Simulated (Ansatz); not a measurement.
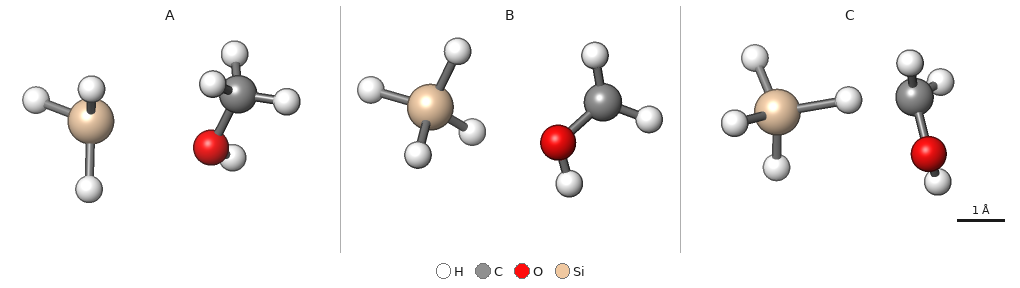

Three geometries of CH7OSi (multiplicity 2): a saddle point and the two minima that it joins, in shuffled order. A ball-and-stick model, seen at a tilt. Sticks join atoms that are closer than about 1.2 times the sum of their covalent radii (a little more with hydrogen).

Stationary points at PBE0-D4/def2-TZVP, single-point energies with PBE0-D4 (def2-TZVPP where no basis is named; Ansatz 0.2.0). The energies are electronic, without zero-point or thermal terms, and both ends are the minima reached downhill from the saddle, with any fragments still in contact.

**Identify the saddle point and describe the reaction.**

Frame C is the saddle point. Counted by bonded pieces, A holds CH₄O + SiH₃ and B holds CH₃O + SiH₄. From A over the saddle to B, a bond forms: H–Si (3.56 → 1.66 → 1.48 Å). A bond breaks: C–H (1.10 → 1.53 → 3.35 Å). The saddle has one imaginary mode, 1144i cm⁻¹. With PBE0-D4 the barrier is 16.9 kcal/mol from A and 8.7 kcal/mol from B, and B lies 8.1 kcal/mol above A.

Limits of the set-up: the start holds two separate molecules, 2.9 Å apart at their closest, whose relative position is a soft coordinate.
